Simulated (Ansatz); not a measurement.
The starting structures come from a database of crystals and need not be the phases stable at ambient conditions.

 Where the default PAW files enter, the runs use the earlier of Ansatz's two default sets.

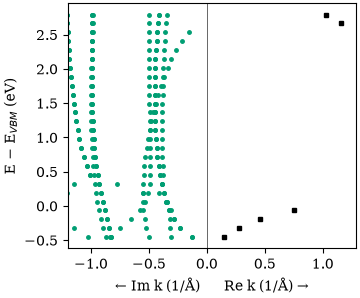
*Complex bands at the centre of the two-dimensional zone; Ansatz (an electronic-structure program) with r2SCAN*

The gap is the functional's own. No spin-orbit coupling. Mid-gap values are interpolated on the energy grid.

Problem. This is Na2H4Pd (I4/mmm, not sure to be the ambient phase, 7 atoms a cell, 12.9 Å³ an atom) along the normal of (100). Read off the slowest decay at the centre of the two-dimensional zone at 1.24 eV, the computed energy nearest the middle of the gap.

Solution. κ ≈ 0.38 1/Å, a decay length 1/(2κ) of the density of 1.3 Å.
